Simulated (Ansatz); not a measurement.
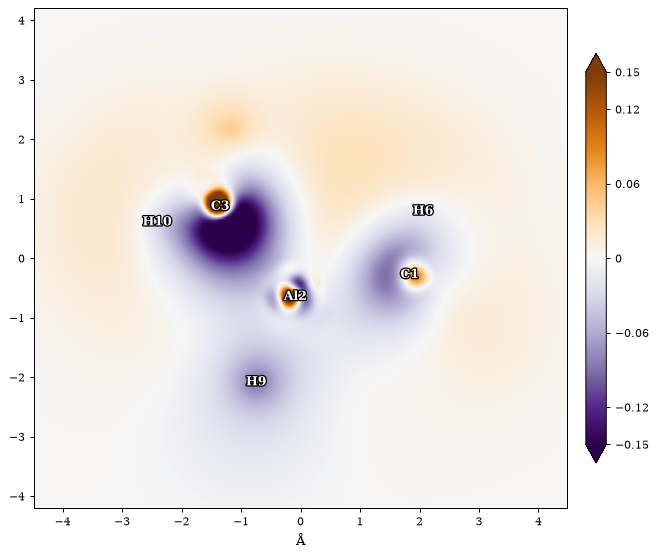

*C₂H₆AlFS. The LUMO on the plane of atoms C1, Al2 and C3 (values in Å⁻³ᐟ²; the overall sign is arbitrary).*

Geometry: PBE0-D4/def2-TZVP.

All numbers below come from Ansatz 0.2.0, RKS PBE0-D4/def2-TZVPP.

```yaml
atoms:
  - { symbol: C, position_ang: [-1.1273, -0.5352, 1.2303] }
  - { symbol: Al, position_ang: [0.5217, 0.3387, 0.6598] }
  - { symbol: C, position_ang: [1.2533, -0.0568, -1.1295] }
  - { symbol: F, position_ang: [1.1041, -1.2183, -1.8413] }
  - { symbol: S, position_ang: [0.1054, 1.2655, -1.7243] }
  - { symbol: H, position_ang: [-1.5684, -1.1585, 0.4478] }
  - { symbol: H, position_ang: [-0.9270, -1.1871, 2.0874] }
  - { symbol: H, position_ang: [-1.8812, 0.1874, 1.5556] }
  - { symbol: H, position_ang: [1.3836, 1.3366, 1.5398] }
  - { symbol: H, position_ang: [2.2369, 0.3708, -1.3490] }
  - { symbol: H, position_ang: [-1.0356, 0.5999, -1.4558] }
```

Q: What is the character of this orbital?

A: Its weight (Hirshfeld) is mainly on Al2 (about 60 %), S5 (about 15 %) and C3 (about 5 %). Its energy is −0.46 eV.
